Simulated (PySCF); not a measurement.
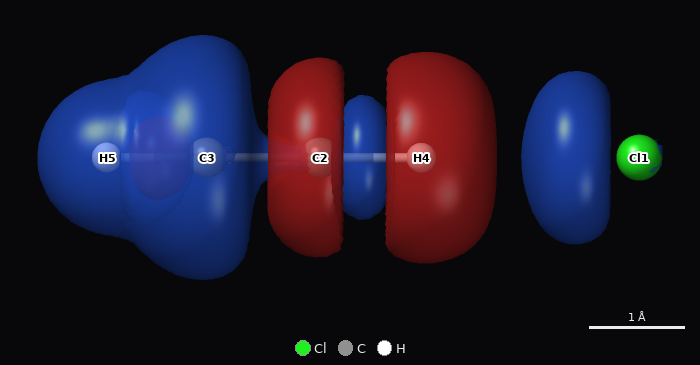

*C$_{2}$H$_{2}$Cl, charge −1, SMILES `[Cl-].C#C`. Density of the complex less the densities of the two fragments at the same geometry, ±0.006 e/Å³ (blue: gain, red: loss). Fragment A: Cl(−1) (atom 1); fragment B: H2C2.*

Method: HF/def2-SVPD; geometry: GFN2-xTB; program: PySCF. GFN2-xTB bond lengths at metals and heavier atoms can be off by up to 0.1 Å and shapes distorted, which carries into these values.

Q: How is the density rearranged on binding?

A: Hirshfeld charges show 0.013 e passing from A to B. By Hirshfeld charges, electrons gather most on C3 (−0.078 e) and leave H4 most (+0.054 e); 0.20 e is displaced in all.

Q: What is the interaction energy, and which contacts carry it?

A: The counterpoise-corrected interaction energy of the frozen fragments is −7.5 kcal/mol without dispersion correction and −9.8 kcal/mol with D3(BJ). The pair geometry is semi-empirical, not a minimum at this level. Contacts: Cl1···H4, weak C–H hydrogen bond, 2.30 Å, ρ = 0.021 a.u. The pose is a local one from a semi-empirical search, not shown to be the most stable.
